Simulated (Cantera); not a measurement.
Charge: 1 mol Fe(CO)5, a varied amount of O2, 7.4 mol H2, held at 1400 K and 2.63 Torr.

Cantera equilibrium calculation (NASA polynomials, part measured and part estimated; ideal gas, pure solids and liquids). Candidate condensed phases: C, C6H6, C7H8, C8H18, Fe, Fe(CO)5, FeO, Fe(OH)2, Fe(OH)3, Fe2O3, Fe3O4, H2O; 114 gas species. Kinetics and transport are ignored.

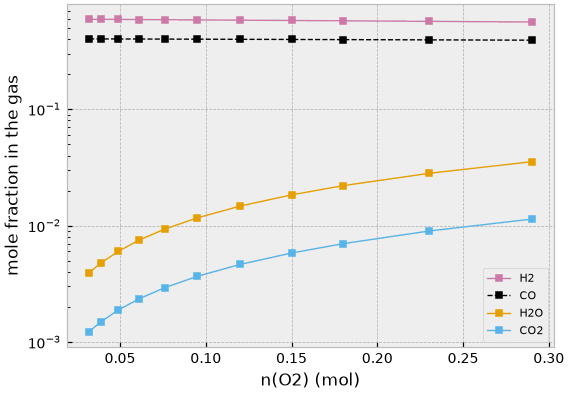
*Equilibrium gas composition (values under 1e-9 drawn at 1e-9)*

From 0.032 mol O2 to 0.29 mol O2 the condensed part is Fe(γ). The main Fe-bearing gas is Fe throughout.
